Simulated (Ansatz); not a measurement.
# C5H5Cu: what the fields show

Input

```
crystal:
  periodic: [false, false, false]
  atoms:
    - {symbol: C, position_ang: [-0.729981, -0.873929, -0.435421]}
    - {symbol: C, position_ang: [-0.359377, -0.704634, 0.927679]}
    - {symbol: C, position_ang: [0.332159, 0.533156, 1.044814]}
    - {symbol: C, position_ang: [0.388937, 1.128894, -0.245912]}
    - {symbol: C, position_ang: [-0.267663, 0.259341, -1.160719]}
    - {symbol: Cu, position_ang: [1.450029, -0.781777, -0.297401]}
    - {symbol: H, position_ang: [-1.303183, -1.695181, -0.839670]}
    - {symbol: H, position_ang: [-0.602058, -1.374933, 1.738990]}
    - {symbol: H, position_ang: [0.706174, 0.966674, 1.960567]}
    - {symbol: H, position_ang: [0.813485, 2.093695, -0.481165]}
    - {symbol: H, position_ang: [-0.428522, 0.448693, -2.211762]}
basis:
  gaussian: {orbitals: def2-TZVPP}
hamiltonian: {xc: pbe0, dispersion: d4}
output: {orbitals: {seedname: orbitals}}
```

Command:

```sh
ansatz run in.yaml --threads 4 --pin off --events-out ev --progress --plain --max-ram 10444MiB
```

Geometry: PBE0-D4/def2-TZVP.

Level of theory: RKS PBE0-D4/def2-TZVPP in Ansatz.

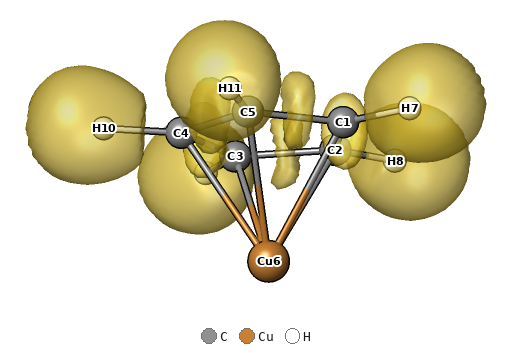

Figure 1. Isosurface of the electron localisation function at 0.85 (yellow), seen from one side. Only the valence region is drawn (cores and ρ < 0.01 e/Å³ removed).

Q: Describe the localisation domains.

A: The surface consists of five regions between bonded C–C atoms (shared pairs) and five regions around hydrogen nuclei. Profiles from the grid: C–C (1.42 Å): the ELF peaks at about 0.95 between the atoms; a covalent bond. C–Cu (2.19 Å): the ELF peaks at about 0.65 in the valence shell of C, 0.7 Å from its nucleus, and is about 0.15 at the midpoint.

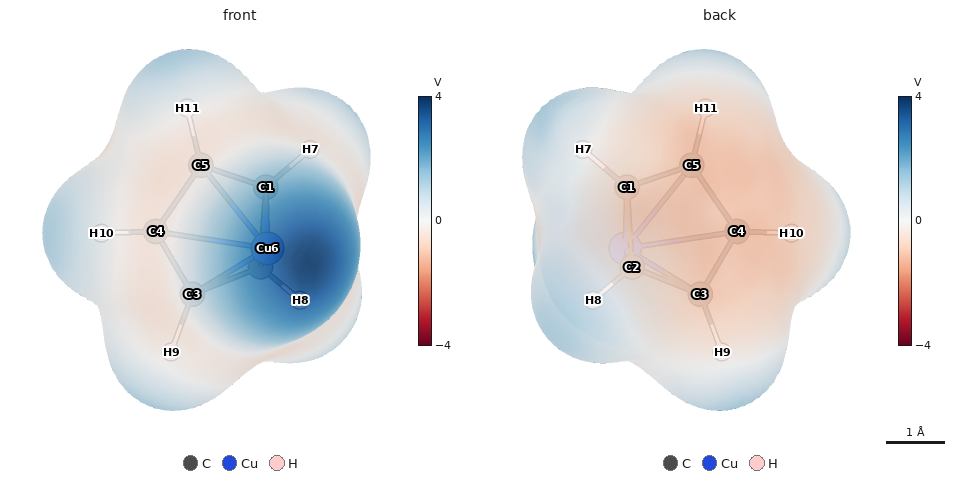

Figure 2. The electrostatic potential painted on the density surface at 0.004 e/bohr³, seen from the front and from behind; red is negative and blue positive.

Q: Which sites attract a positive test charge, and which a negative one?

A: A positive charge is drawn to the negative regions and a negative charge to the positive ones. The most negative region (about −1.1 V, or −25 kcal/mol for a unit charge) lies over the C atoms, the most positive (about +3.7 V, or +85 kcal/mol for a unit charge) over Cu6.

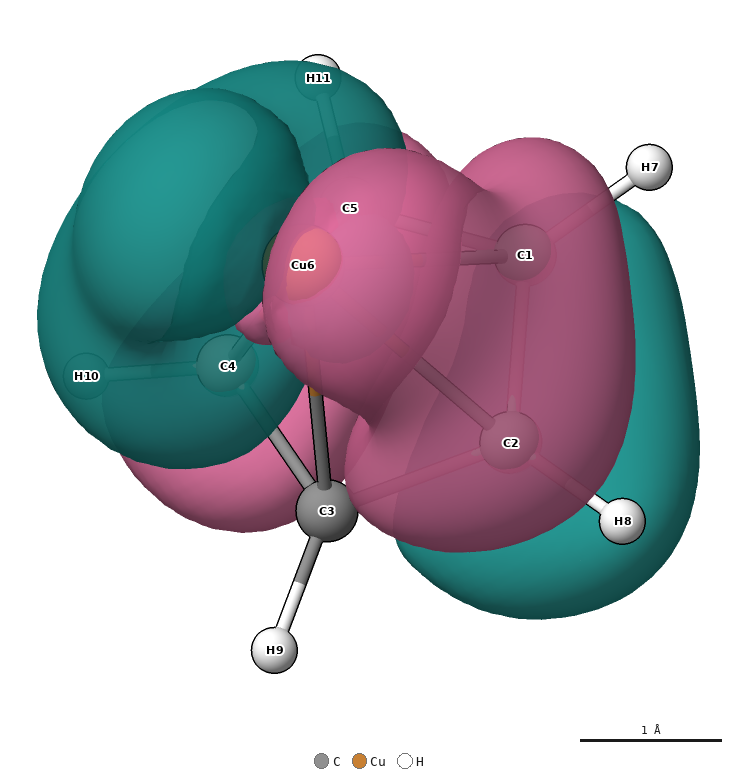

Figure 3. The HOMO at ±0.08 Å⁻³ᐟ² (teal and pink are the two phases), seen at a tilt.

Q: Describe this orbital and give its energy.

A: Its weight (Hirshfeld) is mainly on Cu6 (about 35 %), C2 (about 15 %), C4 (about 15 %), C5 (about 10 %) and C1 (about 10 %). It is one of a degenerate set, so its orientation is arbitrary. Its energy is −5.67 eV.

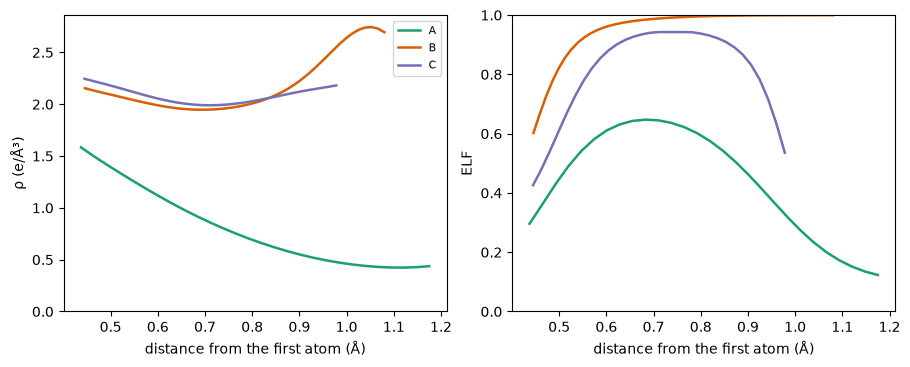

Figure 4. Electron density and electron localisation function along straight lines between neighbouring atoms. The curves leave out the atomic cores.

Q: Which curve belongs to which contact (C–C, C–Cu and C–H)? The first atom named is at distance zero.

A: Curve A: C–Cu (2.19 Å): the density is about 0.42 e/Å³ at the midpoint; the ELF peaks at about 0.65 in the valence shell of C, 0.7 Å from its nucleus, and is about 0.15 at the midpoint. Curve B: C–H (1.08 Å): ρ at the midpoint is about 2 e/Å³; the ELF climbs to about 1 towards the hydrogen, as it does in any bond to H; an ordinary covalent bond to hydrogen. Curve C: C–C (1.42 Å): ρ is about 2 e/Å³ halfway; the ELF peaks at about 0.95 between the atoms; a covalent bond.
